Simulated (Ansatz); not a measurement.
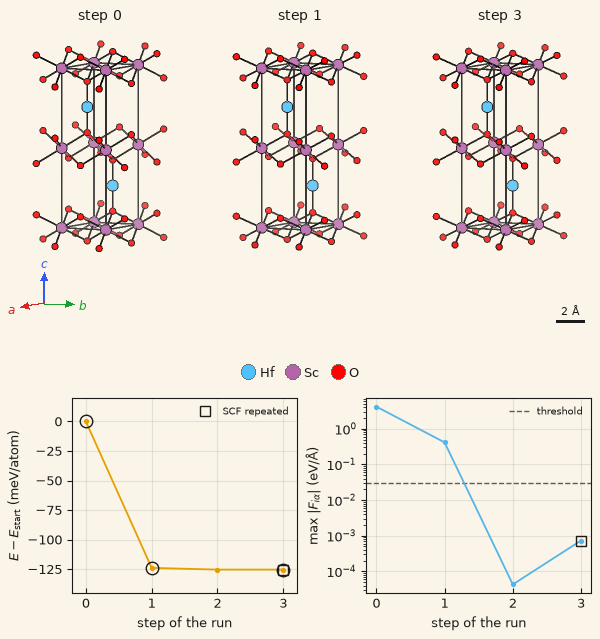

Frames of a relaxation of a crystal of HfScO$_{2}$ (a generated structure, set up in P6_3/mmc), marked on the history of the run. The picture is a ball-and-stick view of the cell of the calculation, reduced to other axes, seen from a free direction. Lengths and directions refer to the drawn axes.

The start is a swapped structure.

Level of theory: Ansatz, DFT, PAW plane waves, r2SCAN.

Input
```yaml
crystal:
  lattice:
    - [1.678675, 2.907548, 0.0]
    - [-1.678675, 2.907548, 0.0]
    - [0.0, 0.0, 11.898135]
  atoms:
    - { symbol: Hf, position: [0.3333, 0.3334, 0.25] }
    - { symbol: Hf, position: [0.6666, 0.6667, 0.75] }
    - { symbol: Sc, position: [0.0, 0.0, 0.0] }
    - { symbol: Sc, position: [0.0, 0.0, 0.5] }
    - { symbol: O, position: [0.3333, 0.3334, 0.08953] }
    - { symbol: O, position: [0.6666, 0.6667, 0.58953] }
    - { symbol: O, position: [0.3333, 0.3334, 0.41047] }
    - { symbol: O, position: [0.6667, 0.6667, 0.91047] }
  symmetry: { tolerance: 0.0003 }
kpoints:
  mp_grid: { grid: [11, 11, 3], shift: [0, 0, 0] }
magnetization:
  spin_polarized: false
scf:
  occupations: { method: fermi_dirac }
  lower_state_search: "off"
hamiltonian:
  pseudopotentials: { kind: paw }
  xc: r2scan
basis:
  ecutwfc: 500
  fft_grid_basis: typed
relax:
  max_steps: 40
  f_tol: 0.03
output:
  forces: true
  stress: true
  eigenvalues: true
  bader: true
  populations: true
  elf: true
  write_potential: true
  volumetric_format: npy
  dos:
    e_range: [-12, 8]
    de: 0.05
    projected: { site_lists: { Hf: [Hf], O: [O], Sc: [Sc] } }
  write_density: true
checkpoint:
  read: saved_state
```

Launched with:
```bash
ansatz run input.yaml --threads 2 --pin off --max-ram 2560MiB --backend cpu --events-out ev --progress --plain --runs-dir out
```

What happens along the run?

Answer. Over 2 accepted moves (3 points after the start) the energy falls by 125 meV per atom. The largest force component goes from 4.2 to 0.00073 eV/Å. 1 step only repeated the SCF at the same geometry. The largest moves, 0.13 Å, are those of O5, O6, O7 and O8. O6 goes along −c. Sc and Hf stay in place. The lattice vectors keep their values. Near-neighbour distances that change, for instance: Hf1–O5 1.909 → 2.035 Å, Sc3–O5 2.212 → 2.154 Å. Bond angles that change, for instance: O6–Sc4–O6 98.7° → 102.4°, O6–Sc4–O7 81.3° → 77.6°, Sc4–O6–Sc4 98.7° → 102.4°. The space group stays P6_3/mmc (No. 194). Cost: 3.3 min on 2 threads of Arm Neoverse N1, on a shared host, peak memory 0.88 GiB. From step 0 to 1: O atoms move most (0.11 Å), energy −124 meV per atom. From step 1 to 3: energy −1.5 meV per atom.

| step | E − E(0), meV/atom | largest force component, eV/Å | note |
| --- | --- | --- | --- |
| 0 | 0.00 | 4.1868 |  |
| 1 | -123.88 | 0.4153 |  |
| 2 | -125.35 | 0.0000 |  |
| 3 | -125.35 | 0.0007 | same geometry, SCF repeated |
